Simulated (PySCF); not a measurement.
# O4Ru: the cost of one run

Computed with PySCF 2.14.0 and routines of our own; the level stands in each step. Atoms count from 0.

### Step 1. The system as given

5 atoms, charge 0, multiplicity 1; geometry from: GFN2-xTB.

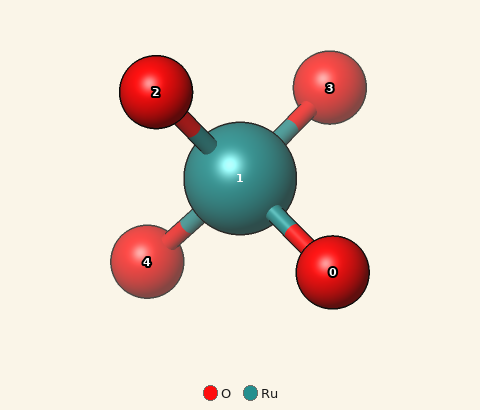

The starting geometry (oxygen red, ruthenium teal); sticks join atoms by distance alone.

### Step 2. Relaxing the molecule at PBE0-D3(BJ)/def2-SVP

What the job is given:

```
{"job": {"xc": "PBE0", "basis": "def2-SVP", "d3": "d3bj", "grid": 1, "maxiter": 30, "shake": 0.01, "kind": "geom"}, "charge": 0, "multiplicity": 1}
O      0.524150    -1.133380     1.045620
Ru    -0.003990    -0.004000    -0.005580
O     -0.736710     1.193380     0.780260
O      1.291590     0.579500    -0.819540
O     -1.041470    -0.669470    -1.038640
```

Started as:

```sh
OMP_NUM_THREADS=1 python heavy_run.py task.json out
```

One launch serves the whole session: the jobs run in the order shown.

**Question.** How long does this first job take on 1 thread of Arm Neoverse N1, shared host, and how much memory does it need?

About 30 s, with a peak of 0.37 GiB.
